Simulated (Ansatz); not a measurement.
# Frequency calculation of BH₃ClOF

BH₃ClOF, computed with RKS PBE-D4/6-31G* (Ansatz 0.2.0).

It belongs to a series of runs on one base structure; here: vibrations at the highest image of the band. Figures and captions count atoms from 1; the log counts them from 0 in places.

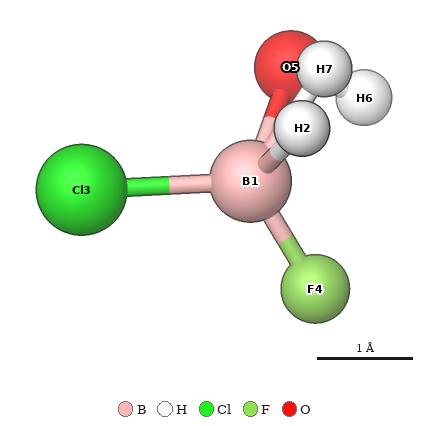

Fig. 1: The structure (ball-and-stick view, seen at a tilt; atoms are numbered from 1 in the order of the input). Bond lengths as drawn: B–Cl 1.80 Å, B–F 1.36 Å, B–H 1.37 to 1.45 Å, B–O 1.57 Å and H–O 0.98 Å.

### Input
```yaml
crystal:
  periodic: [false, false, false]
  atoms:
    - { symbol: B, position_ang: [0.063351, -0.304203, -0.00042] }
    - { symbol: H, position_ang: [0.14275, 0.234715, 1.259267] }
    - { symbol: Cl, position_ang: [1.328635, 0.477281, -1.005676] }
    - { symbol: F, position_ang: [-1.227455, -0.258738, -0.414229] }
    - { symbol: O, position_ang: [0.471858, -1.737215, 0.479234] }
    - { symbol: H, position_ang: [-0.352876, -2.27441, 0.474223] }
    - { symbol: H, position_ang: [0.318838, -0.798432, 1.338403] }
basis:
  gaussian: { orbitals: "6-31G*" }
hamiltonian:
  xc: pbe
  dispersion: d4
phonons: {}
```

Launched with:
```bash
ansatz run input.yaml --threads 1 --pin off --max-ram 2048MiB --backend cpu --events-out ev --progress --plain --runs-dir out
```

### What the program printed
```
Engine: ansatz 0.2.0, aarch64-unknown-linux-gnu
Functional definition: PBE
  parameter kappa = 0.804
  parameter beta = 0.06672455060314922
  exchange = pbe_x(kappa = kappa, mu = beta*pi^2/3)
  correlation = pbe_c(beta = beta)
771 factors; their error is unknown
mean field evaluation 1: about -17997.5459 eV, gradient 4.9e1 eV
mean field evaluation 2: about -17983.6899 eV, gradient 9.9e1 eV
mean field evaluation 4: about -18001.4389 eV, gradient 4.9e0 eV
mean field evaluation 8: about -18001.4312 eV, gradient 1.9e-1 eV
mean field evaluation 16: about -18001.4313 eV, gradient 4.5e-5 eV
mean field -18001.43129897 eV, -661.5403984289 hartree, gradient 4.5e-5 eV, S^2 0.000000; 0 other end points of the search recorded, 0 dependent functions left out
the calculation of the forces begins
reference -18001.43132012 eV, -661.5403992059 hartree; 21, 21 occupied and 49, 49 virtual orbitals, 771 factors
these checks for a lower state are left out or cut short: stability, starts, cluster_reference, orbital_swaps, neighbouring_geometries, increment
771 factors; their error is unknown
mean field -18001.43117120 eV, -661.5403937334 hartree, gradient 7.3e-7 eV, S^2 0.000000; 0 other end points of the search recorded, 0 dependent functions left out
[... from here on the field's lines of each further geometry are left out, up to the last ...]
the calculation of the forces begins
reference -18001.43125394 eV, -661.5403967739 hartree; 21, 21 occupied and 49, 49 virtual orbitals, 771 factors
these checks for a lower state are left out or cut short: stability, starts, cluster_reference, orbital_swaps, neighbouring_geometries, increment
771 factors; their error is unknown
mean field -18001.43129150 eV, -661.5403981541 hartree, gradient 2.0e-6 eV, S^2 0.000000; 0 other end points of the search recorded, 0 dependent functions left out
the calculation of the forces begins
reference -18001.43131264 eV, -661.5403989310 hartree; 21, 21 occupied and 49, 49 virtual orbitals, 771 factors
WARN: phonons: modes at or below zero, which the zero-point energy, F, S and C_V leave out: 1, the lowest at -1274.54 cm⁻¹. A minimum has none, and a first-order saddle one
Total energy: -18001.54074113 eV, -661.5444203540 hartree
Atom 0 at     0.063351    -0.304203    -0.000420 Å, force     0.000443     0.001081     0.002323 eV/Å
Atom 1 at     0.142750     0.234715     1.259267 Å, force     0.000183    -0.002504    -0.000609 eV/Å
Atom 2 at     1.328635     0.477281    -1.005676 Å, force    -0.000024    -0.000419     0.000253 eV/Å
Atom 3 at    -1.227455    -0.258738    -0.414229 Å, force    -0.001142     0.000654    -0.000959 eV/Å
Atom 4 at     0.471858    -1.737215     0.479234 Å, force     0.000835     0.000060     0.000266 eV/Å
Atom 5 at    -0.352876    -2.274410     0.474223 Å, force    -0.000600    -0.001674     0.000063 eV/Å
Atom 6 at     0.318838    -0.798432     1.338403 Å, force     0.000305     0.002802    -0.001338 eV/Å
Dipole moment:    -0.290871    -0.391516     0.464028 e Å
Vibrations: -1274.54 274.74 342.10 433.42 484.50 746.27 854.50 918.26 985.76 1169.15 1246.53 1381.15 1900.81 2019.76 3599.41 cm⁻¹, zero-point energy 1.013965 eV
```

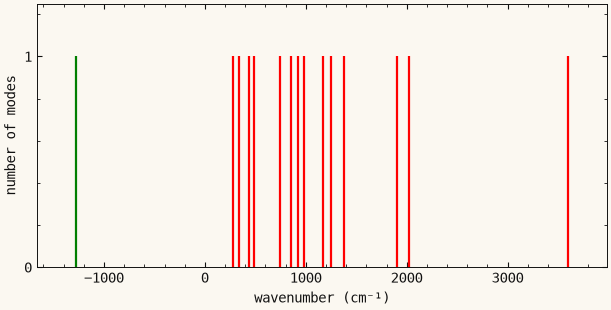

Fig. 2: Harmonic vibrational wavenumbers from the force constants; neighbouring modes closer than 22 cm⁻¹ are counted in one stick, and imaginary ones are drawn at negative wavenumbers. 15 modes from 1275i to 3599 cm⁻¹, 1 imaginary beyond 8i (1275i cm⁻¹): a first-order saddle point, if the geometry is stationary.

### Key numbers

| quantity | value |
| --- | --- |
| outcome | converged |
| total energy | −18001.5407 eV |
| mean-field energy | −18001.4313 eV |
| largest force (length of the vector) | 0.003 eV/Å |
| hardware | 1 thread of Arm Neoverse V2, 24 GiB of memory available, shared host |
| wall time | 39 s |
| peak memory | 0.096 GiB |
